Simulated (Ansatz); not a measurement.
# CaSiAu (P-6m2): relaxations under a series of pressures

How does CaSiAu (P-6m2) give way under pressure? A script is to give relaxations under a series of pressures; the system is CaSiAu (P-6m2).

Program: Ansatz 0.2.0 through its Python package. Level of theory: DFT r2SCAN, plane waves, PAW. These are calculated values, not measurements.

## 1. Starting point

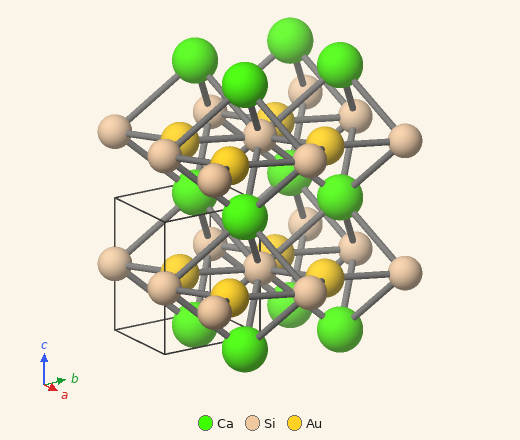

The structure that the script starts from, seen slightly off an axis (calcium green, silicon light orange, gold amber). 2×2×2 cells are drawn. Atoms on cell faces are repeated.

No structure file is read: the coordinates are typed or built in the script.

## 2. Script

casiau.py reads:

```python
"""Cell of CaSiAu under pressure."""

import ansatz
import numpy as np

SMEARING = "methfessel_paxton"
SMEARING_WIDTH = 0.05
XC = "r2SCAN"
ECUT = 550
KGRID = (8, 8, 8)

def edges_and_angles(cell):
    cell = np.asarray(cell)
    a, b, c = np.linalg.norm(cell, axis=1)
    cosines = cell[1] @ cell[2] / (b * c), cell[0] @ cell[2] / (a * c), cell[0] @ cell[1] / (a * b)
    return (a, b, c, *np.degrees(np.arccos(cosines)))

cell = (
    ansatz.Lattice.of((4.32759, 0.0, 0.0), (-2.1638, 3.74781, 0.0), (0.0, 0.0, 3.9425))
    .atom("Ca", (1 / 3, 2 / 3, 0.0))
    .atom("Si", (0.0, 0.0, 0.5))
    .atom("Au", (2 / 3, 1 / 3, 0.5))
)

calc = (
    cell.calculation()
    .occupations(SMEARING, width=SMEARING_WIDTH)
    .functional(XC)
    .basis(ECUT)
    .kpoints(*KGRID)
)

# H = F + PV, with 1 GPa A^3 = 1/160.21766 eV
rows = []
for pressure in [0, 10, 20, 30, 40]:
    res = calc.relax(cell=True, pressure=pressure, force_tolerance=0.005).run(threads=1, backend="cpu")
    cell = res.lattice.cell_ang
    n_atoms = len(res.lattice.sites)
    volume = abs(np.linalg.det(cell)) / n_atoms
    enthalpy = res.report["free_energy_ev"] / n_atoms + pressure * volume / 160.21766
    rows.append((pressure, volume, enthalpy, *edges_and_angles(cell)))
    print(f"{pressure} GPa done: {volume:.4f} A^3/atom")

print(" P (GPa)  V (A^3/atom)  H (eV/atom)     a       b       c")
for row in rows:
    print("{:8.1f} {:12.4f} {:14.5f} {:7.4f} {:7.4f} {:7.4f}".format(*row[:6]))
p, v = np.array([row[0] for row in rows], float), np.array([row[1] for row in rows])
print("mean bulk modulus between rows (GPa):", np.round(-np.diff(p) / np.diff(np.log(v)), 1))
```

## 3. What the engine is handed

The engine receives this input (first run):

```yaml
crystal:
  lattice:
    - [4.32759, 0.0, 0.0]
    - [-2.1638, 3.74781, 0.0]
    - [0.0, 0.0, 3.9425]
  atoms:
    - { symbol: Ca, position: [0.3333333333333333, 0.6666666666666666, 0.0] }
    - { symbol: Si, position: [0.0, 0.0, 0.5] }
    - { symbol: Au, position: [0.6666666666666666, 0.3333333333333333, 0.5] }
basis:
  ecutwfc: 550.0
kpoints:
  mp_grid:
    grid: [8, 8, 8]
hamiltonian:
  xc: r2scan
scf:
  occupations:
    method: methfessel_paxton
    width: 0.05
relax:
  f_tol: 0.005
  cell:
    p_target: 0.0
```

## 4. Launch

The run is started by

```
> python casiau.py
```

The log of the run:

```text
0 GPa done: 21.2394 A^3/atom
10 GPa done: 18.4396 A^3/atom
20 GPa done: 17.0151 A^3/atom
30 GPa done: 15.9777 A^3/atom
40 GPa done: 15.1987 A^3/atom
 P (GPa)  V (A^3/atom)  H (eV/atom)     a       b       c
     0.0      21.2394    -5208.79223  4.3274  4.3274  3.9289
    10.0      18.4396    -5207.57002  4.3237  4.3237  3.4169
    20.0      17.0151    -5206.46613  4.2736  4.2736  3.2273
    30.0      15.9777    -5205.43814  4.2346  4.2346  3.0866
    40.0      15.1987    -5204.46626  4.1986  4.1986  2.9867
mean bulk modulus between rows (GPa): [ 70.7 124.4 159.  200.1]
```

Wall time 10 min (1 thread of Arm Neoverse V1, shared host); peak memory 0.7 GiB.

## 5. Run by run

The 5 runs, in the order started:

```
run  pressure asked (GPa)  energy from run 1 (meV/atom)  final volume (Å³/atom)  pressure (GPa)  SCF cycles in all  CPU time (s)
  1                     0                          0.00                   21.24            0.00                 21            63
  2                    10                         71.30                   18.44           10.00                 43           120
  3                    20                        202.11                   17.02           20.00                 52           140
  4                    30                        362.35                   15.98           29.97                 60           150
  5                    40                        531.46                   15.20           40.00                 60           150
```

Energies are free energies F = E - TS of the smeared occupations. 

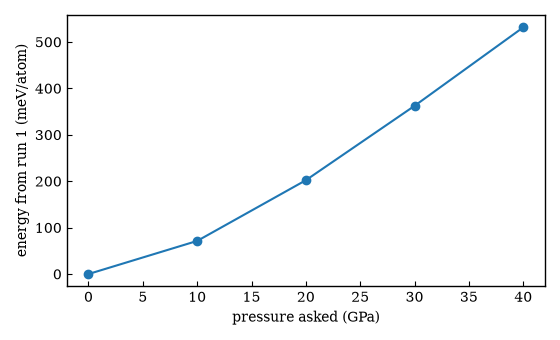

Energy against pressure asked; lines join the points.

## 6. The relaxation of run 1, step by step

Step by step:

```csv
step,E - E(step 1) (eV/cell),largest force component (eV/Å),pressure (GPa),volume (Å³)
1,0.0000,0.0000,-0.19,63.94
2,-0.0003,0.0000,0.07,63.65
3,-0.0003,0.0000,0.00,63.72
4,-0.0002,0.0000,0.00,63.72
```

Step 1 is the start. Step 4 repeats the geometry before it on a plane-wave basis chosen anew for that cell, so its energy need not be comparable with the rows above.

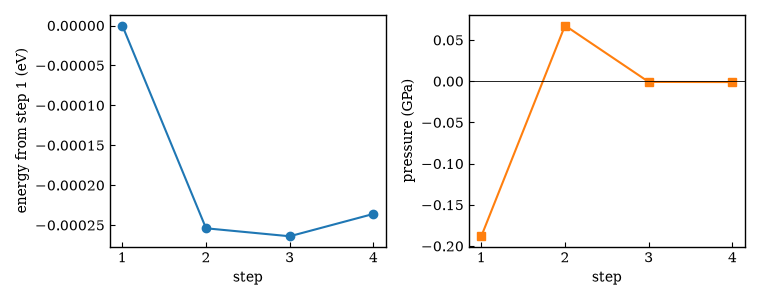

Energy and pressure along the relaxation.

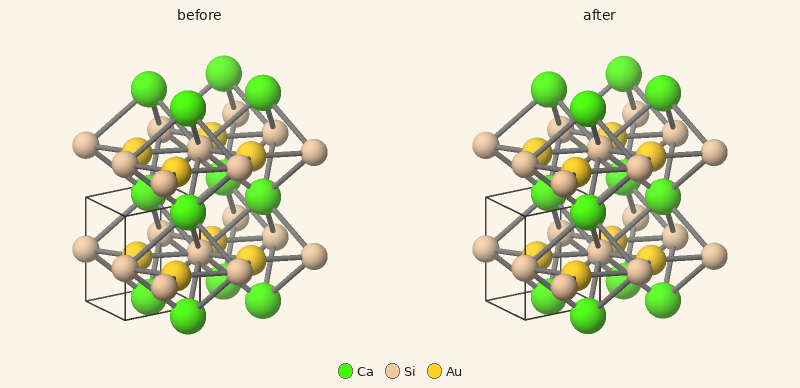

Before and after, at one scale. The change is too small to see at this scale.

«Before» is this run's own start.

|  | before | after | change |
| --- | --- | --- | --- |
| a (Å) | 4.328 | 4.327 | 0.0 % |
| b (Å) | 4.328 | 4.327 | 0.0 % |
| c (Å) | 3.942 | 3.929 | -0.3 % |
| volume (Å³/atom) | 21.31 | 21.24 | -0.4 % |
| shortest distance (Å) | 2.499 | 2.498 | 0.0 % |
| space group (0.01 Å) | P-6m2 | P-6m2 | same |

The run keeps the 12 symmetry operations of the start, so it could not have lowered the symmetry.

## 7. The relaxation of run 5, step by step

The steps of the relaxation:

| step | E - E(step 1) (eV/cell) | largest force component (eV/Å) | pressure (GPa) | volume (Å³) |
| --- | --- | --- | --- | --- |
| 1 | 0.0000 | 0.0000 | -0.19 | 63.94 |
| 2 | 0.3149 | 0.0000 | 14.64 | 55.84 |
| 3 | 0.9969 | 0.0000 | 30.91 | 50.38 |
| 4 | 1.3328 | 0.0000 | 38.34 | 47.84 |
| 5 | 1.4902 | 0.0000 | 40.89 | 46.37 |
| 6 | 1.7022 | 0.0000 | 42.52 | 45.17 |
| 7 | 1.6160 | 0.0000 | 40.58 | 45.50 |
| 8 | 1.5924 | 0.0000 | 40.01 | 45.60 |
| 9 | 1.5941 | 0.0000 | 40.00 | 45.60 |

Step 1 is the start. Step 9 repeats the geometry before it on a plane-wave basis chosen anew for that cell, so its energy need not be comparable with the rows above.

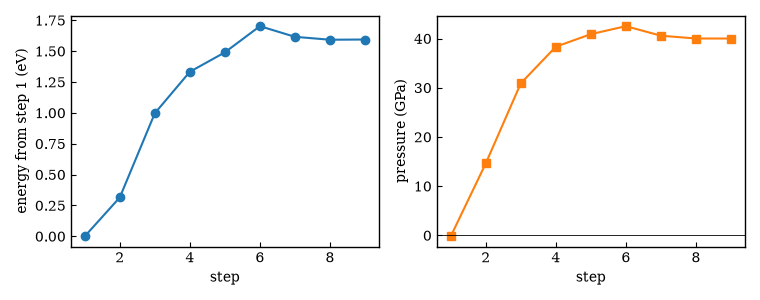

Energy and pressure along the relaxation.

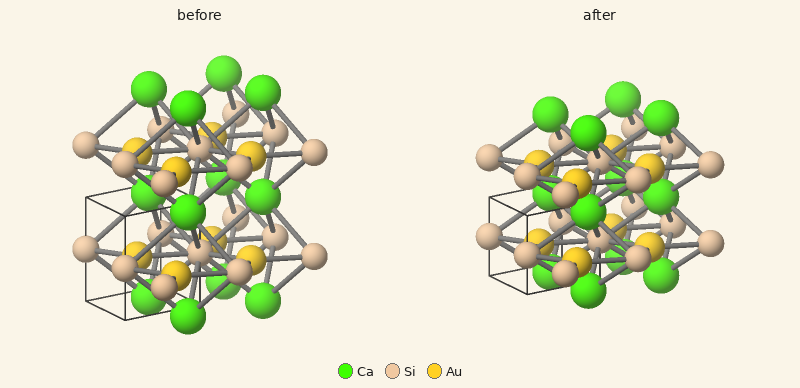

Before and after, at one scale.

«Before» is this run's own start.

|  | before | after | change |
| --- | --- | --- | --- |
| a (Å) | 4.328 | 4.199 | -3.0 % |
| b (Å) | 4.328 | 4.199 | -3.0 % |
| c (Å) | 3.942 | 2.987 | -24.2 % |
| volume (Å³/atom) | 21.31 | 15.20 | -28.7 % |
| shortest distance (Å) | 2.499 | 2.424 | -3.0 % |
| space group (0.01 Å) | P-6m2 | P-6m2 | same |

Forces and stress were held to the start's 12 operations: a distortion of lower symmetry was not tested.

Under a set pressure the enthalpy E + pV is minimised, so E itself may rise.

## 8. Results

| quantity | value |
| --- | --- |
| bulk modulus between neighbouring pressures | 70.7 to 200.1 GPa |
| runs compared | 5 |
| range of energy | 531.46 meV/atom |

The crystal stiffens as it is compressed. The volume falls from 21.24 Å³ an atom at 0 GPa to 15.20 at 40 GPa, by 28.4 %. Between 0 and 10 GPa, -V dP/dV is about 71 GPa, a mean over that step. In run 1, the volume shrank by 0.4 % over 2 moves, and the space group stayed P-6m2. In run 5, over 7 moves the cell shrank by 28.7 % in volume under the 40 GPa asked, and the space group stayed P-6m2. Reading the output:
- At a fixed pressure a relaxation lowers the enthalpy F + PV, while F alone can rise.
- Spin-orbit coupling, which matters for elements this heavy, is left out.
- This cell is a computed structure, which may not be the phase found in nature.
- Symmetry holds the cell in this phase, so another phase that may be stable under pressure is not reached.
